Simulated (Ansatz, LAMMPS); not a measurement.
# Gap against volume in glassy 47SiO2-23SrO-30Li2O (mol %) (119 atoms)

Density of this cell: 2.81 g/cm³. The cell holds 119 atoms: 20 Si, 10 Sr, 26 Li and 63 O. Its edges and angles: a = 11.391 Å, b = 11.877 Å, c = 11.492 Å, α = 88.3°, β = 92.4°, γ = 90.0°. The starting structure: 119 atoms (20 Si, 10 Sr, 26 Li, 63 O) placed at random at 2.99 g/cm³, melted at 4000 K for 10 ps at fixed volume with the Morse and Coulomb pair potential with partial charges (Pedone, Malavasi, Menziani, Cormack and Segre, J. Phys. Chem. B 110, 11780 (2006)). Quenched from 4000 K to 300 K at 25 K/ps and fixed volume, held 10 ps at zero pressure.

Calculated with Ansatz 0.2.0: Kohn-Sham DFT, revPBE, PAW (set soft_2), plane waves; cutoff 420 eV, Γ point, fixed occupations. The relaxed cell was scaled evenly and the atoms were relaxed at each volume. The gap is that between the highest filled and the lowest empty Kohn-Sham level on the run's k-points.

| volume (Å³/atom) | gap (eV) |
| --- | --- |
| 11.744 | 3.594 |
| 12.266 | 3.694 |
| 12.657 | ? |
| 13.049 | 3.574 |
| 13.440 | 3.532 |
| 13.832 | 3.508 |

Task: Fit a straight line in ln V to the rows given and interpolate to the withheld row.

Worked fit:

A volume deformation potential makes the spacing linear in u = ln(V/V0), with V0 = 13.049 Å³ the relaxed volume; v is the spacing.

```
u = ln(V/V0)  v (eV)
   -0.105361  3.5935
  -0.0618760  3.6937
           0  3.5735
   0.0295587  3.5324
   0.0582686   3.508
```

With n = 5: mean u = -0.0158819, mean v = 3.58022, Σ(u − ū)² = 0.017937, Σ(u − ū)(v − v̄) = -0.014043. Slope b = -0.014043 / 0.017937 = -0.78287; intercept a = v̄ − b ū = 3.5678.

At the withheld volume u = -0.03046, and v = a + b u.

Prediction at 12.657: 3.592 eV. The run gave 3.648 eV, so the fit is low by 0.056 eV (1.5 % of the value).

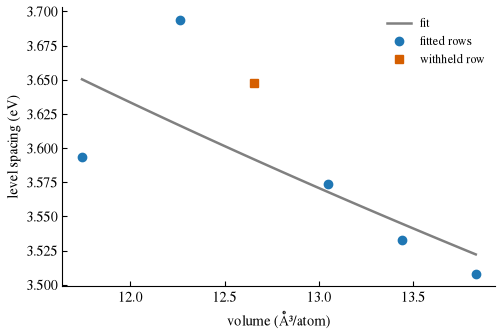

The fit, the rows that it rests on and the withheld row.

The rows follow a line only loosely (correlation 0.71 in size over all rows, under the 0.97 asked here), so the slope of -0.78 eV is a mean trend and no deformation potential. Among the rows given, the largest miss of the fit is at 12.266, by 0.077 eV (42 % of the range of the table).

Limits: The table spans 16 % in volume, wide for a linear law. Semilocal functionals tend to put gaps under measured ones. Only the Γ point is sampled. Atoms move by up to 0.9 Å in these relaxations, so the structure changes along the series. Defect or tail levels can set the spacing of a disordered cell.

[Logs are printed without paths, hosts, clocks, repeated set-up lines and the standing remarks that a program may print on its own settings, such as how far it seeks lower states.]

[Hosts, paths, dates, database ids (printed as entryN), source tags and the programs' standing remarks are cut or masked in the printed files.]
